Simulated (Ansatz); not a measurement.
# FeNi2: what a guessed cell relaxes into

Aim: relax a trial structure of FeNi2 and see where it ends.

Computed with Ansatz 0.2.0 (DFT PBE, scalar-relativistic, plane waves, PAW, unless a step's input says otherwise).

**1. The structure to begin with**

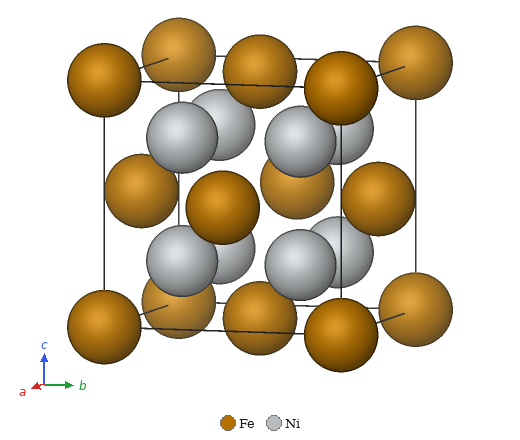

Start, viewed slightly off an axis; iron orange, nickel light grey. Atoms on the faces are drawn again on the opposite ones. The cell drawn here is the conventional one.

As a file:

```
CELL_PARAMETERS angstrom
0.00000 2.48169 2.48169
2.48169 0.00000 2.48169
2.48169 2.48169 0.00000
ATOMIC_POSITIONS crystal
Fe 0.00000 0.00000 0.00000
Ni 0.25000 0.25000 0.25000
Ni 0.75000 0.75000 0.75000
```

Recipe of the guess: random cell by space group and Wyckoff sites (Fm-3m, No. 225). The dimensions are guesses.

**2. The guess as it stands, on a coarse mesh**

input.yaml reads:

```yaml
crystal:
  lattice:
    - [0.0, 2.48168744, 2.48168744]
    - [2.48168744, 0.0, 2.48168744]
    - [2.48168744, 2.48168744, 0.0]
  atoms:
    - { symbol: Fe, position: [0.0, 0.0, 0.0], spin: 4.0 }
    - { symbol: Ni, position: [0.25, 0.25, 0.25], spin: 2.0 }
    - { symbol: Ni, position: [0.75, 0.75, 0.75], spin: 2.0 }
basis:
  ecutwfc: 420
kpoints:
  mp_grid: { grid: [6, 6, 6] }
hamiltonian:
  xc: pbe
scf:
  occupations: { method: gaussian, width: 0.1 }
  lower_state_search: "off"
output:
  forces: true
  stress: true
  eigenvalues: true
  populations: true
magnetization:
  spin_polarized: true
```

Command:

```console
> ansatz run input.yaml --threads 1 --pin off --max-ram 2560MiB --backend cpu --events-out ev --progress --plain --runs-dir out
```

The program printed, cut to the lines that bear on the results:

```text
Warning: RAYON_NUM_THREADS=1 ignored (pool sized by the plan → 1); use --threads N
[...]
Pseudopotentials: kind: paw
Pseudopotential: Fe, paw, valence charge 16, recommended cutoff 420 eV (normal), Fe.paw.azcp
Pseudopotential: Ni, paw, valence charge 18, recommended cutoff 420 eV (normal), Ni.paw.azcp
Functional definition: PBE
[...]
Crystal: 3 atoms, lattice volume = 30.568 Å³
Basis set: ecut = 420 eV, 609 PW (Γ), exchange–correlation on 48×48×48 points (8 copies of the dense FFT grid, shifted against one another)
Bands: 36, of which v1, the nominal top of the filled ones, is band 26 counted from 1 (25 counted from 0)
Symmetry: 48 space group operations
Space group: Fm-3m (ITA 225), of the structure as read, at distance tolerance 3.1e-5 Å
Magnetic group: BNS 225.116 (UNI 1618), of the structure as read, at distance tolerance 3.1e-5 Å
k-points: 16 of 216
[...]
Starting moments: Σ|m| = 8 μB on 3 of 3 sites
[...]
SCF iter   1: F=—  HF=-16156.401698 eV  |F-HF|=—  |Δ(HF+E_count)|=         —  Δρ=1.38e-1 (↑1.26e-1 ↓1.38e-1)  dr2=5.19e-1  dr2_m=4.70e0  M=4.402 μB ∫|m|=4.616 μB  β_m=0.30  ethr=9.93e-4  ⟨swp⟩=1.3  Hψ=5488  notcnv=0
[...]
spin=Collinear: Kerker preconditioning applied to the charge; magnetization (m = ρ↑ − ρ↓) channel mixes plain (no charge-response kernel on spin).
spin-set hold released at iteration 1 (the charge has settled, or the pull on large starting moments outlasts its swing): the magnetisation degrees of freedom join the quasi-Newton model from the next iteration; the mixer history was flushed
[...]
SCF iter  12: F=-16157.254135 eV  HF=-16157.254135 eV  |F-HF|=3.51e-8  |Δ(HF+E_count)|=   1.16e-7  Δρ=9.54e-6 (↑9.54e-6 ↓5.67e-6)  dr2=4.76e-8  dr2_m=1.53e-9  M=3.859 μB ∫|m|=4.154 μB  ethr=1.92e-10  ⟨swp⟩=8.9  Hψ=5906  notcnv=0
[...]
SCF converged after 12 iterations
Magnetization: 3.8595 μB (27.9297 up, 24.0703 down)
Absolute magnetization: 4.1556 μB (∫|ρ↑−ρ↓|, with the PAW one-centre terms)
Spin contamination: 0.0669 ħ² per cell (⟨S²⟩ above its minimum at these occupations)
Per-site moments (μB) at R_I (Å): [(2.3571442388861144, 0.8865468015082675), (0.7790161839244016, 0.8865468015082675), (0.7790161839244018, 0.8865468015082675)]
Free energy (F): -16157.254135 eV
[...]
E sigma→0 (E₀):  -16157.253196 eV
Entropy (-TS):   -0.001877 eV (-0.626 meV/atom)
Fermi energy:    20.476865 eV
[...]
--- Forces (eV/Å), atoms counted from 1 ---
  atom   1  Fe    -0.00000000     0.00000000    -0.00000000
  atom   2  Ni    -0.00000000     0.00000000     0.00000000
  atom   3  Ni    -0.00000000     0.00000000    -0.00000000
[...]
--- Stress (GPa, compression-positive) ---
       70.136136      -0.000000      -0.000000
        0.000000      70.136136       0.000000
       -0.000000      -0.000000      70.136136
  P = ⅓ Tr σ = 70.1361 GPa (701.361 kbar)
--- Band table (eV; the first three rows and the last of 32) ---
[...]
--- Löwdin populations: 3 sites ---
  site symbol       q [e]    m [muB]
     0     Fe     15.8439     2.4596
     1     Ni     17.7848     0.7553
     2     Ni     17.7848     0.7553
  spilling = 0.011277 (of n_electrons = 52.000000)
```

Wall time 2.8 s (1 thread of Arm Neoverse V2, shared host); peak memory 0.3 GiB.

Site by site:

```
atom  moment in the atom's sphere (μB)  Löwdin electrons
 Fe1                              2.36             15.84
 Ni2                              0.78             17.78
 Ni3                              0.78             17.78
```

The Löwdin counts miss 0.59 of the 52 electrons, which the atomic orbitals do not span, so they are no charges.

Read-out: pressure 70.1 GPa, largest force 0.00 eV/Å, gap on this mesh none (metal). A cheap, loose relaxation comes first.

**3. A loose first relaxation**

input.yaml, as its differences from that of step 2:

```diff
@@ -25 +25,6 @@
   spin_polarized: true
+relax:
+  adjacent_minimum: "off"
+  f_tol: 0.04
+  max_steps: 70
+  cell: { stress_tol: 0.4 }
```

Command:

```console
> ansatz run input.yaml --threads 1 --pin off --max-ram 2560MiB --backend cpu --events-out ev --progress --plain --runs-dir out
```

The program printed:

```text
Warning: RAYON_NUM_THREADS=1 ignored (pool sized by the plan → 1); use --threads N
Engine: ansatz 0.2.0, aarch64-unknown-linux-gnu
[... 4 set-up lines as earlier in the session ...]
  parameter kappa = 0.804
  parameter beta = 0.06672455060314922
  exchange = pbe_x(kappa = kappa, mu = beta*pi^2/3)
  correlation = pbe_c(beta = beta)
Crystal: 3 atoms, lattice volume = 30.568 Å³
Basis set: ecut = 420 eV, 609 PW (Γ), exchange–correlation on 48×48×48 points (8 copies of the dense FFT grid, shifted against one another)
Bands: 36, of which v1, the nominal top of the filled ones, is band 26 counted from 1 (25 counted from 0)
[... 2 set-up lines as earlier in the session ...]
Magnetic group: BNS 225.116 (UNI 1618), of the structure as read, at distance tolerance 3.1e-5 Å
k-points: 16 of 216
Non-local potential: Fe, projectors of the file, l = 0: 3, l = 1: 2, l = 2: 3, l = 3: 1
Non-local potential: Ni, projectors of the file, l = 0: 3, l = 1: 2, l = 2: 3, l = 3: 1
PAW form: soft (Blöchl's): semilocal exchange-correlation on the pseudo side does not see the compensation charge
PAW one-centre angular grid: Fe, 590 points (default); XC on 64 Gauss nodes
PAW one-centre angular grid: Ni, 590 points (default); XC on 64 Gauss nodes
Initial density: superposition of atomic densities (chi_scale 0.1, normalization cell)
Starting moments: Σ|m| = 8 μB on 3 of 3 sites
Initial wavefunctions: pseudopotential atomic-orbital guess
Functional: x = pbe(κ = 0.804, μ = 0.2195149727645171), c = pbe(β = 0.06672455060314922)
iter 1 solved again at ethr=9.93e-4 eV; its pass at ethr=3.10e-3 eV (dr2=5.16e-1 eV) is discarded
SCF iter   1: F=—  HF=-16156.401698 eV  |F-HF|=—  |Δ(HF+E_count)|=         —  Δρ=1.38e-1 (↑1.26e-1 ↓1.38e-1)  dr2=5.19e-1  dr2_m=4.70e0  M=4.402 μB ∫|m|=4.616 μB  β_m=0.30  ethr=9.93e-4  ⟨swp⟩=1.3  Hψ=5488  notcnv=0
Mixer restart at iter 1: flushing history
preconditioner: auto → Kerker (q_TF=auto, 2.981 Å⁻¹)  [metal: Δε(μ)=0.013 eV  Ē_g=12.436 eV  σ=0.100 eV  W_gap=0.07  n_scr=14 (ndim 8)  ℏωp=35.5 eV  f_vac=0.000  D(μ)=1.81/eV (n_scr^D=14)]
spin=Collinear: Kerker preconditioning applied to the charge; magnetization (m = ρ↑ − ρ↓) channel mixes plain (no charge-response kernel on spin).
spin-set hold released at iteration 1 (the charge has settled, or the pull on large starting moments outlasts its swing): the magnetisation degrees of freedom join the quasi-Newton model from the next iteration; the mixer history was flushed
SCF iter   2: F=—  HF=-16156.780806 eV  |F-HF|=—  |Δ(HF+E_count)|=   3.79e-1  Δρ=9.96e-2 (↑9.76e-2 ↓9.96e-2)  dr2=2.68e-1  dr2_m=2.66e0  M=4.198 μB ∫|m|=4.470 μB  β_m=0.65  ethr=9.93e-4  ⟨swp⟩=2.2  Hψ=1477  notcnv=0
SCF iter   3: F=—  HF=-16158.057123 eV  |F-HF|=—  |Δ(HF+E_count)|=    1.28e0  Δρ=1.34e-1 (↑5.90e-2 ↓1.34e-1)  dr2=8.37e0  dr2_m=4.52e-1  M=3.845 μB ∫|m|=4.077 μB  β_m=0.38  ethr=5.16e-4  ⟨swp⟩=3.4  Hψ=2640  notcnv=0  defer=9  recentre
SCF iter   4: F=—  HF=-16157.270298 eV  |F-HF|=—  |Δ(HF+E_count)|=   7.87e-1  Δρ=1.29e-2 (↑8.72e-3 ↓1.29e-2)  dr2=8.35e-2  dr2_m=1.95e-2  M=3.861 μB ∫|m|=4.176 μB  β_m=0.59  ethr=5.16e-4  ⟨swp⟩=3.0  Hψ=2530  notcnv=0  defer=108
SCF iter   5: F=—  HF=-16157.259137 eV  |F-HF|=—  |Δ(HF+E_count)|=   1.12e-2  Δρ=5.29e-3 (↑3.65e-3 ↓5.29e-3)  dr2=2.55e-2  dr2_m=9.45e-4  M=3.860 μB ∫|m|=4.160 μB  β_m=0.80  ethr=1.61e-4  ⟨swp⟩=2.0  Hψ=1334  notcnv=0  defer=108
SCF iter   6: F=—  HF=-16157.254826 eV  |F-HF|=—  |Δ(HF+E_count)|=   4.31e-3  Δρ=1.76e-3 (↑1.32e-3 ↓1.76e-3)  dr2=3.61e-3  dr2_m=7.84e-5  M=3.860 μB ∫|m|=4.152 μB  β_m=0.80  ethr=4.91e-5  ⟨swp⟩=2.7  Hψ=1655  notcnv=0  defer=108
SCF iter   7: F=—  HF=-16157.254590 eV  |F-HF|=—  |Δ(HF+E_count)|=   2.35e-4  Δρ=2.24e-3 (↑1.93e-3 ↓2.24e-3)  dr2=3.19e-3  dr2_m=9.13e-5  M=3.859 μB ∫|m|=4.151 μB  β_m=0.74  ethr=6.95e-6  ⟨swp⟩=2.0  Hψ=1689  notcnv=0  defer=108
SCF iter   8: F=—  HF=-16157.254271 eV  |F-HF|=—  |Δ(HF+E_count)|=   3.19e-4  Δρ=1.85e-3 (↑7.01e-4 ↓1.85e-3)  dr2=1.63e-3  dr2_m=1.06e-4  M=3.859 μB ∫|m|=4.152 μB  β_m=0.73  ethr=6.13e-6  ⟨swp⟩=2.2  Hψ=1421  notcnv=0  defer=108
SCF iter   9: F=—  HF=-16157.254140 eV  |F-HF|=—  |Δ(HF+E_count)|=   1.32e-4  Δρ=2.67e-4 (↑1.62e-4 ↓2.67e-4)  dr2=4.12e-5  dr2_m=2.08e-6  M=3.859 μB ∫|m|=4.154 μB  β_m=0.86  ethr=3.14e-6  ⟨swp⟩=1.2  Hψ=1049  notcnv=0  defer=108
SCF iter  10: F=—  HF=-16157.254134 eV  |F-HF|=—  |Δ(HF+E_count)|=   5.15e-6  Δρ=4.58e-5 (↑4.58e-5 ↓3.60e-5)  dr2=1.04e-6  dr2_m=8.98e-8  M=3.859 μB ∫|m|=4.154 μB  β_m=0.93  ethr=7.92e-8  ⟨swp⟩=2.2  Hψ=1401  notcnv=0  defer=108
SCF iter  11: F=—  HF=-16157.254135 eV  |F-HF|=—  |Δ(HF+E_count)|=   9.23e-7  Δρ=6.66e-5 (↑3.00e-5 ↓6.66e-5)  dr2=2.17e-6  dr2_m=1.47e-7  M=3.859 μB ∫|m|=4.154 μB  β_m=0.93  ethr=1.99e-9  ⟨swp⟩=2.1  Hψ=1572  notcnv=0  defer=108
SCF iter  12: F=-16157.254135 eV  HF=-16157.254135 eV  |F-HF|=3.51e-8  |Δ(HF+E_count)|=   1.16e-7  Δρ=9.54e-6 (↑9.54e-6 ↓5.67e-6)  dr2=4.76e-8  dr2_m=1.53e-9  M=3.859 μB ∫|m|=4.154 μB  ethr=1.92e-10  ⟨swp⟩=8.9  Hψ=5906  notcnv=0
SCF 1 converged in 12 iterations: F = -16157.254135 eV  dr2 = 4.76e-8
relax step   1: F+E_penalty+E_count = -16157.25413523 eV  Δ(F+E_penalty+E_count) = +0.000e0 eV  max|allowed force component| = 3.238e-17 eV/Å  Δτ_max = 0.0000 Å  P = +70.136 GPa  Ω = 30.568 Å³  (12 SCF iters, dr2 threshold 1.00e-7 eV, accepted)
[... from here on, the SCF cycles and remarks between the steps are left out ...]
relax step   2: F+E_penalty+E_count = -16158.40043808 eV  Δ(F+E_penalty+E_count) = -1.146e0 eV  max|allowed force component| = 1.172e-16 eV/Å  Δτ_max = 0.0000 Å  P = +27.554 GPa  Ω = 34.506 Å³  energy of the carried Pulay correction = -3.471e-3 eV  (13 SCF iters, dr2 threshold 3.00e-7 eV, accepted)
relax step   3: F+E_penalty+E_count = -16158.72221092 eV  Δ(F+E_penalty+E_count) = -3.218e-1 eV  max|allowed force component| = 1.033e-16 eV/Å  Δτ_max = 0.0000 Å  P = +6.996 GPa  Ω = 37.637 Å³  energy of the carried Pulay correction = -5.947e-3 eV  (12 SCF iters, dr2 threshold 3.00e-7 eV, accepted)
relax step   4: F+E_penalty+E_count = -16158.75039257 eV  Δ(F+E_penalty+E_count) = -2.818e-2 eV  max|allowed force component| = 1.318e-16 eV/Å  Δτ_max = 0.0000 Å  P = +0.896 GPa  Ω = 38.835 Å³  energy of the carried Pulay correction = -6.836e-3 eV  (10 SCF iters, dr2 threshold 3.00e-7 eV, accepted)
relax step   5: F+E_penalty+E_count = -16158.75077943 eV  Δ(F+E_penalty+E_count) = -3.869e-4 eV  max|allowed force component| = 7.941e-17 eV/Å  Δτ_max = 0.0000 Å  P = -0.006 GPa  Ω = 39.025 Å³  energy of the carried Pulay correction = -6.974e-3 eV  (6 SCF iters, dr2 threshold 3.00e-7 eV, accepted)
relax step   6: F+E_penalty+E_count = -16158.79161124 eV  Δ(F+E_penalty+E_count) = -4.083e-2 eV  max|allowed force component| = 1.041e-16 eV/Å  Δτ_max = 0.0000 Å  P = +2.412 GPa  Ω = 39.025 Å³  stress off target by 2.41e0 GPa  SCF on the basis re-selected at this cell (its energy is not comparable with the rows above)  (11 SCF iters)
relax step   7: F+E_penalty+E_count = -16158.79594225 eV  Δ(F+E_penalty+E_count) = -4.331e-3 eV  max|allowed force component| = 1.149e-16 eV/Å  Δτ_max = 0.0000 Å  P = +0.494 GPa  Ω = 39.535 Å³  energy of the carried Pulay correction = -2.574e-4 eV  (9 SCF iters, dr2 threshold 3.00e-7 eV, accepted)
relax step   8: F+E_penalty+E_count = -16158.79608048 eV  Δ(F+E_penalty+E_count) = -1.382e-4 eV  max|allowed force component| = 1.072e-16 eV/Å  Δτ_max = 0.0000 Å  P = +0.038 GPa  Ω = 39.662 Å³  energy of the carried Pulay correction = -3.305e-4 eV  (7 SCF iters, dr2 threshold 3.00e-7 eV, accepted)
relax step   9: F+E_penalty+E_count = -16158.79639675 eV  Δ(F+E_penalty+E_count) = -3.163e-4 eV  max|allowed force component| = 9.792e-17 eV/Å  Δτ_max = 0.0000 Å  P = +0.007 GPa  Ω = 39.662 Å³  stress off target by 6.63e-3 GPa  SCF on the basis re-selected at this cell (its energy is not comparable with the rows above)  (9 SCF iters)
basis re-selected at this cell: Δ(F+E_penalty+E_count) = -3.163e-4 eV, ΔP = -0.031 GPa vs the last step (what re-selecting the basis moved, of the pressure what is left beyond the Pulay correction that the steps carried, after the strain that the cell walked since its last selection, with what the two solves' SCF thresholds leave and, on support functions, any second-order correction that the steps lacked; it is no measure of the basis error at this ecutwfc). This SCF's stress stands 6.63e-3 GPa from its target on what of the cell is left free (relax.cell.stress_tol is 4.00e-1 GPa) and its largest allowed force component is 9.79e-17 eV/Å (relax.f_tol is 4.00e-2 eV/Å): within both
SCF converged after 9 iterations
Magnetization: 4.0889 μB (28.0445 up, 23.9555 down)
Absolute magnetization: 4.5443 μB (∫|ρ↑−ρ↓|, with the PAW one-centre terms)
Spin contamination: 0.1146 ħ² per cell (⟨S²⟩ above its minimum at these occupations)
Per-site moments (μB) at R_I (Å): [(2.704877741398088, 0.9669504590553692), (0.7641888762489585, 0.9669504590553698), (0.7641888762489591, 0.9669504590553692)]
Free energy (F): -16158.796397 eV
Harris-Foulkes:  -16158.796397 eV  (|F-HF|=0.00e0)
Internal energy: -16158.788094 eV  (E = F + TS)
E sigma→0 (E₀):  -16158.792245 eV
Entropy (-TS):   -0.008303 eV (-2.768 meV/atom)
Fermi energy:    14.713787 eV
--- Per-component energies (eV) ---
  E_band       = -974.170453
  E_kinetic    = 912.725864
  E_local      = -10283.324908  (includes V_loc(G=0)·N_el)
  E_nonlocal   = 1493.532424
  E_hartree    = 4312.828830
  E_xc         = -285.135773
  E_vxc        = -367.274230  (∫ρ·V_xc dr)
  E_paw        = -4629.243179  (= ΣΔE_a)
  E_vpaw       = -1355.489320  (= ΣTr[D̂ρ^β])
  E_aug_tail   = 0.002119  (compensation charges beyond the density's cutoff)
  E_ewald      = -7680.173471
  E_smearing   = -0.008303  (= −TS)
  E_closure    = 0.000000  (closes the sum)
  Σ components = -16158.796397   (vs F -16158.796397, Δ=0.00e0)
--- Forces (eV/Å), atoms counted from 1 ---
  atom   1  Fe     0.00000000     0.00000000     0.00000000
  atom   2  Ni     0.00000000     0.00000000     0.00000000
  atom   3  Ni     0.00000000     0.00000000    -0.00000000
  max |Σ_I F_I| component: 1.85e-17 eV/Å
--- Stress (GPa, compression-positive) ---
        0.006631       0.000000       0.000000
        0.000000       0.006631       0.000000
       -0.000000       0.000000       0.006631
  P = ⅓ Tr σ = 0.0066 GPa (0.066 kbar)
--- Band table (eV; the first three rows and the last of 32) ---
  k-point 0 ↑: bands = ["-89.0438", "-89.0333", "-74.0901", "-49.4399", "-49.4399", "-49.4399", "-49.4046", "-49.4046", "-49.4046", "-40.1349", "-40.1349", "-40.1349", "6.7722", "10.3607", "10.3607", "11.2765", "11.2765", "11.2765", "11.6049", "11.6049", "11.6049", "13.3148", "13.3148", "13.6015", "13.6015", "13.6907", "13.6907", "13.6907", "23.2278", "23.2278", "23.2278", "24.9269", "24.9269", "24.9269", "26.4361", "26.7929"]
[... 3 lines left out ...]
--- Relaxed structure (7 steps of the walk, 7 accepted, 2 SCFs on fresh bases) ---
  F+E_penalty+E_count = -16158.79639675 eV   max|allowed force component| = 9.792e-17 eV/Å   (the final SCF, on the basis selected at the relaxed cell)
  cell:  # Å, volume = 39.6624 Å³
    - [1.1775086280514094e-33, 2.7067593106843635, 2.7067593106843635]
    - [2.7067593106843635, 9.386630693605406e-34, 2.7067593106843635]
    - [2.7067593106843635, 2.7067593106843635, -2.7069163924757827e-34]
  atoms:
    - { symbol: Fe, position: [9.950040876245463e-35, -9.532371519600613e-35, -1.0623543239776735e-34] }
    - { symbol: Ni, position: [0.25, 0.25, 0.25] }
    - { symbol: Ni, position: [0.7500000000000001, 0.7500000000000001, 0.7500000000000001] }
--- Löwdin populations: 3 sites ---
  site symbol       q [e]    m [muB]
     0     Fe     15.7501     2.7976
     1     Ni     17.8194     0.7244
     2     Ni     17.8194     0.7244
  spilling = 0.011753 (of n_electrons = 52.000000)
```

It took 22 s on 1 thread of Arm Neoverse V2, shared host; peak memory 0.33 GiB.

The steps of the relaxation:

| step | energy from step 1 (eV/cell) | largest force component (eV/Å) | pressure (GPa) | volume (Å³) |
| --- | --- | --- | --- | --- |
| 1 | 0.0000 | 0.0000 | 70.14 | 30.57 |
| 2 | -1.1463 | 0.0000 | 27.55 | 34.51 |
| 3 | -1.4681 | 0.0000 | 7.00 | 37.64 |
| 4 | -1.4963 | 0.0000 | 0.90 | 38.84 |
| 5 | -1.4966 | 0.0000 | -0.01 | 39.02 |
| 6 | -1.5375 | 0.0000 | 2.41 | 39.02 |
| 7 | -1.5418 | 0.0000 | 0.49 | 39.53 |
| 8 | -1.5419 | 0.0000 | 0.04 | 39.66 |
| 9 | -1.5423 | 0.0000 | 0.01 | 39.66 |

Step 1 is the start. Steps 6, 9 each repeat the geometry before them on a plane-wave basis chosen anew, so the energy can jump there without any move.

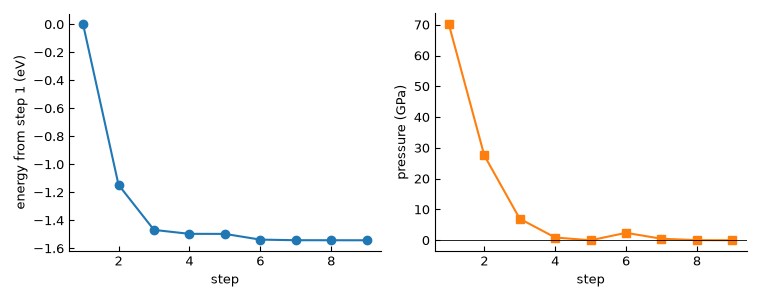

Energy and pressure along the relaxation.

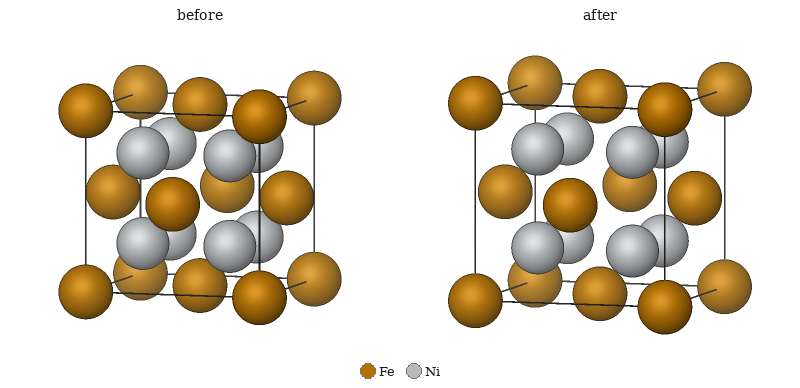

The structure before (left) and after (right) the relaxation, drawn at the same scale.

Lengths and angles in the start's conventional setting:

|  | before | after | change |
| --- | --- | --- | --- |
| a (Å) | 4.963 | 5.414 | +9.1 % |
| b (Å) | 4.963 | 5.414 | +9.1 % |
| c (Å) | 4.963 | 5.414 | +9.1 % |
| volume (Å³/atom) | 10.19 | 13.22 | +29.8 % |
| shortest distance (Å) | 2.149 | 2.344 | +9.1 % |
| space group (0.01 Å) | Fm-3m | Fm-3m | same |

Forces and stress were held to the start's 48 operations: a distortion of lower symmetry was not tested.

Per atom:

```csv
atom,moment in the atom's sphere (μB),Löwdin electrons
Fe1,2.70,15.75
Ni2,0.76,17.82
Ni3,0.76,17.82
```

The Löwdin counts miss 0.61 of the 52 electrons, which the atomic orbitals do not span, so they are no charges.

(Part 1 of 2 ends here.)
